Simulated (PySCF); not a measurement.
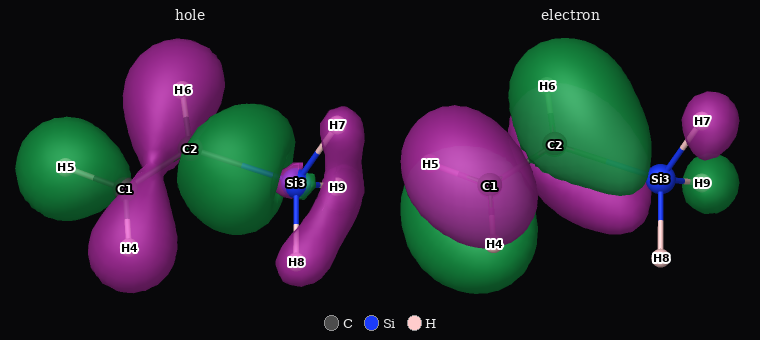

C₂H₆Si, SMILES `C=C[SiH3]`. Leading natural transition orbital pair of S₁ (TDA singlet states); the surfaces enclose about 85 % of each orbital's density.

Computed with PySCF, ωB97X/6-311+G**, geometry: GFN2-xTB. No frequency check shows the geometry to be a minimum.

Question: Give its energy and the atoms that hole and electron lie on.

Answer: 7.03 eV (176 nm), f = 0.002 (very weak); the leading pair carries 98 %; hole on C2 (32 %), Si3 (20 %) and C1 (15 %), electron on C1 (37 %), C2 (32 %) and Si3 (10 %); their centroids lie 0.4 Å apart. In canonical orbitals it is mainly HOMO−1 → LUMO+1 (91 %). The HOMO–LUMO gap is 12.08 eV.
